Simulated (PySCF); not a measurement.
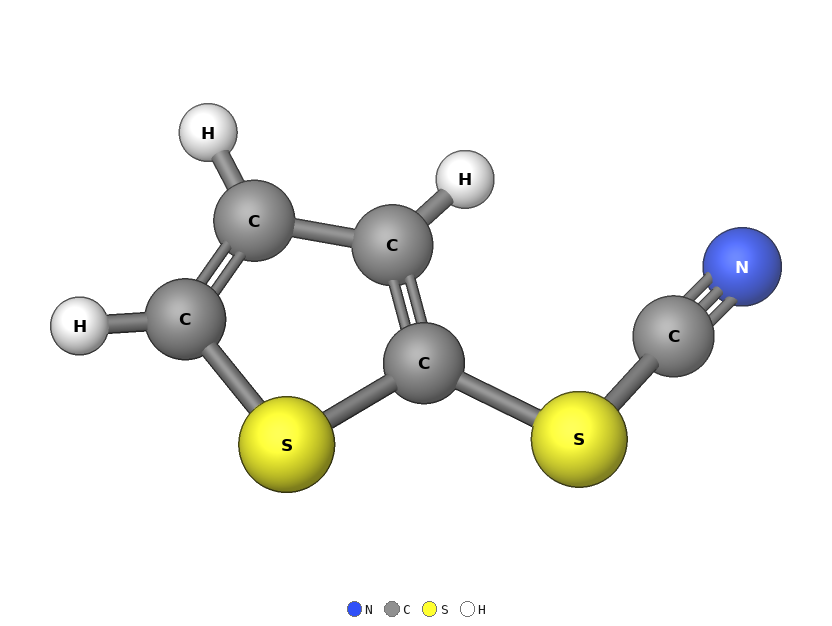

A ball-and-stick model of a molecule. Multiple sticks mark multiple bonds (one Kekulé form).

The computed structure is the end point of a PBE0-D3(BJ)/def2-SVP optimisation. No frequency run is at hand to confirm it as a minimum.

Identify the structure.

It has 11 atoms: 5 carbon, 3 hydrogen, 1 nitrogen and 2 sulfur (C₅H₃NS₂). Its SMILES string is `N#CSc1cccs1`. Independent rings (smallest set): 1 of 5 members, 1 of them aromatic. Among its groups: nitrile. Coordination: 1 C linear; 2 S bent; 4 C trigonal planar.

The parts below concern this one geometry. Atoms keep their numbers from picture to picture.

### Geometry

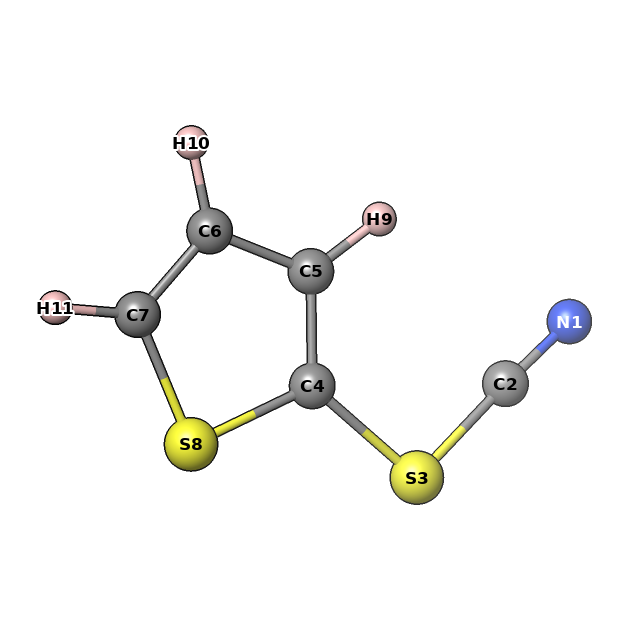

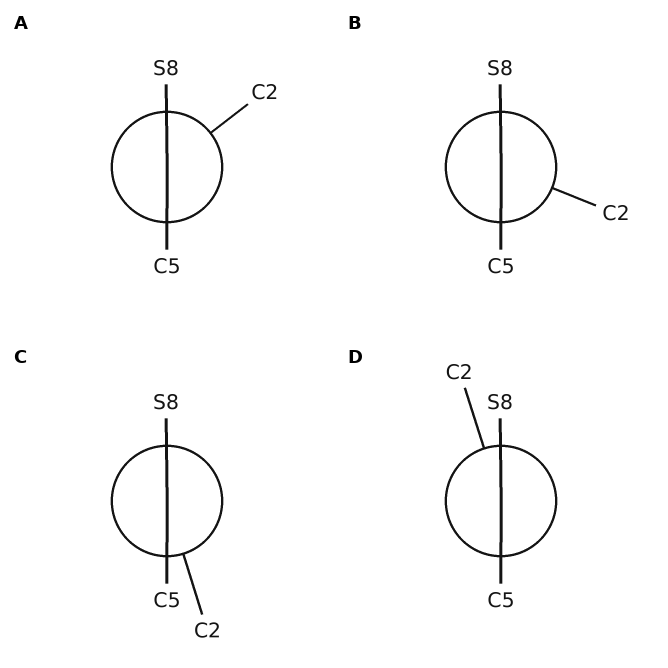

Depth is shown by fading: the farther an atom, the more it takes the colour of the background. Bonds that would overlap in a projection are set slightly apart. No frequency run is at hand to confirm it as a minimum.

Question: Which Newman projection shows the view along C4–S3, with C4 in front?

Answer: C. The torsion angle S8–C4–S3–C2 is 173°, antiperiplanar (anti).

### Dipole moment

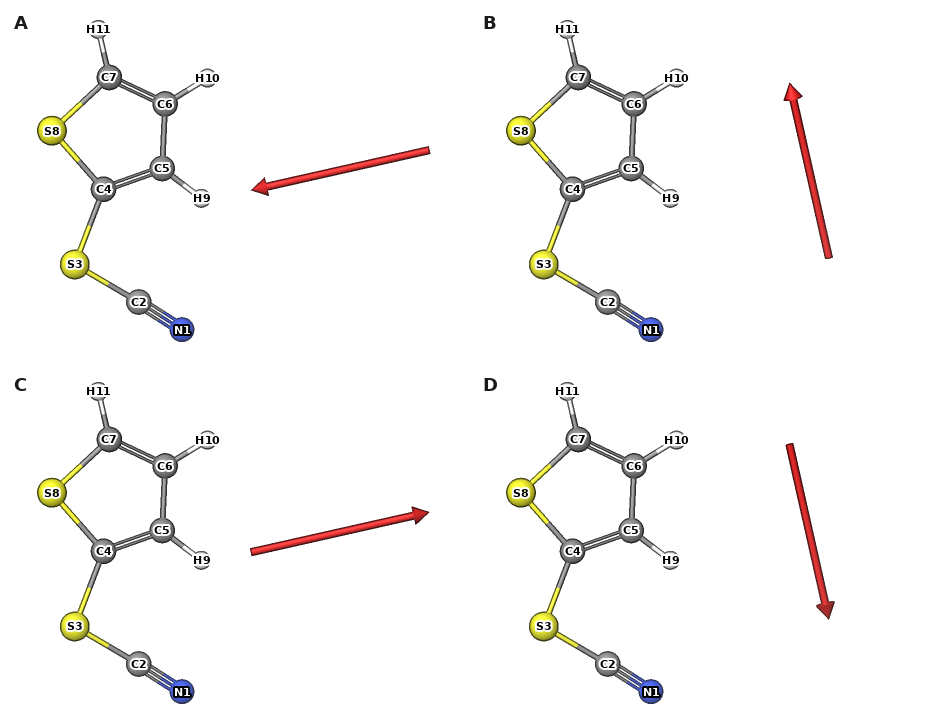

The same molecule four times, each with an arrow. No frequency run is at hand to confirm it as a minimum. Method: PBE0/pcSseg-0, gas phase (PySCF 2.14.0).

Question: Which arrow points along the dipole moment, from the negative to the positive end?

Answer: B. The dipole moment is 3.47 D; it points from the side of N1 to the side of H11 (the outermost atoms at the two ends).

### Quadrupole coupling

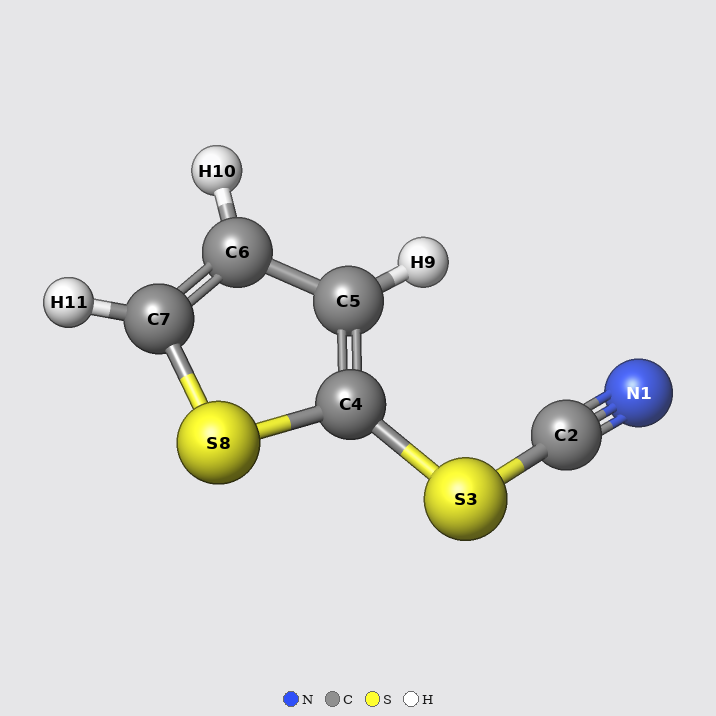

No frequency run is at hand to confirm it as a minimum. Electric field gradients from the ground-state density, PBE0/pcSseg-0 (PySCF 2.14.0), non-relativistic apart from any core potentials.

Give the largest field-gradient component, the quadrupole coupling constant and the asymmetry for 14N at N1 (Q = 20.44 mb), 33S at S3 (Q = −67.81 mb), 33S at S8 (Q = −67.81 mb), 2H at H9 (Q = 2.86 mb), 2H at H10 (Q = 2.86 mb), 2H at H11 (Q = 2.86 mb).

```tsv
atom	V_zz (a.u.)	e²qQ/h (MHz)	η
N1	−0.908	−4.36	0.52
S3	−3.023	48.2	0.73
S8	1.961	−31.2	0.70
H9	0.303	0.203	0.08
H10	0.307	0.206	0.06
H11	0.310	0.209	0.10
```

### Charges

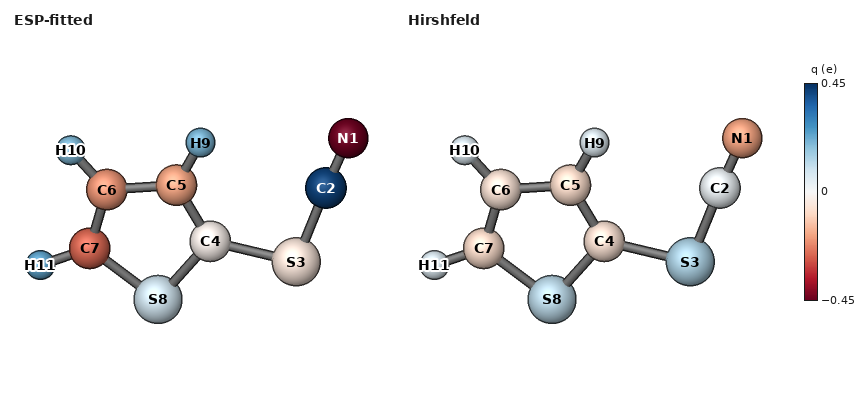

Atomic charges of one calculation by 2 schemes, on one colour scale. No frequency run is at hand to confirm it as a minimum. Method: PBE0/pcSseg-0 (PySCF 2.14.0).

Question: Which scheme gives the most polar picture (largest mean size of the charges)?

Answer: The ESP-fitted charges are the largest in size here.

Question: On which atom do the schemes disagree most?

Answer: On C2 (from 0.03 to 0.42 e).

List the charges (e), one line for each set of equivalent atoms.

```tsv
atom	ESP-fitted	Hirshfeld
N1	−0.44	−0.18
C2	0.42	0.03
S3	−0.05	0.14
C4	−0.02	−0.06
C5	−0.18	−0.08
C6	−0.20	−0.06
C7	−0.26	−0.08
S8	0.09	0.12
H9	0.21	0.05
H10	0.20	0.06
H11	0.24	0.06
```

### Ring current

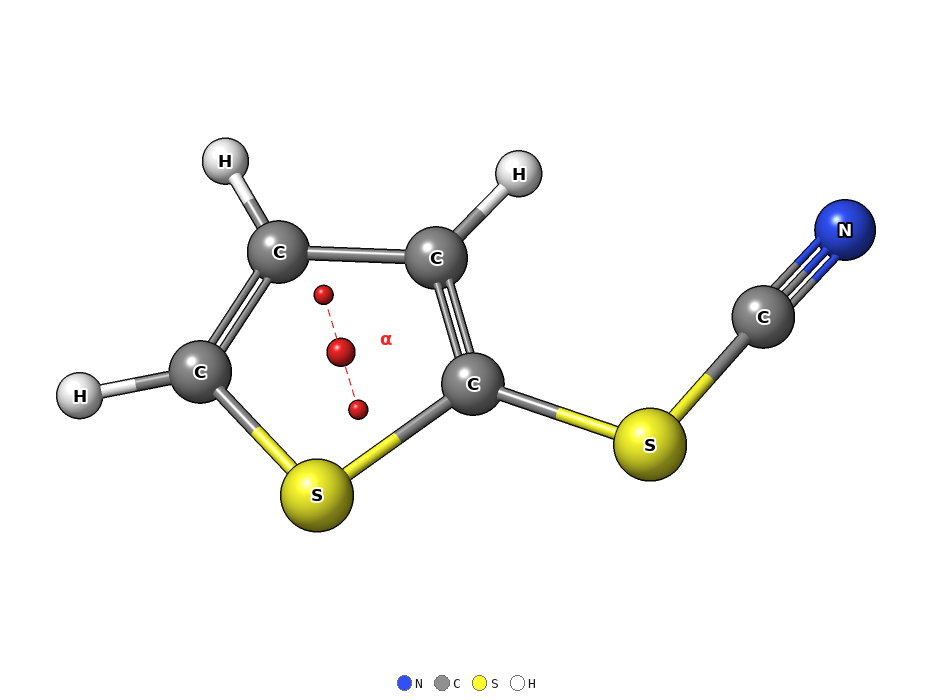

The small points mark where nucleus-independent chemical shifts (NICS) were computed: at the centre of each lettered ring and 1 Å above and below it. No frequency run is at hand to confirm it as a minimum. Method: GIAO PBE0/pcSseg-0 NMR shielding, non-relativistic, gas phase (PySCF 2.14.0).

Give NICS(0), NICS(1) and the out-of-plane component NICS(1)zz for each ring (means of the two sides).

| ring | members | NICS(0) | NICS(1) | NICS(1)zz |
| --- | --- | --- | --- | --- |
| α | C4S | −12.9 | −11.7 | −23.2 |

Values in ppm.

Question: What do the values say about the ring currents?

Answer: Ring α: diatropic, as in an aromatic ring. NICS is one index among several.
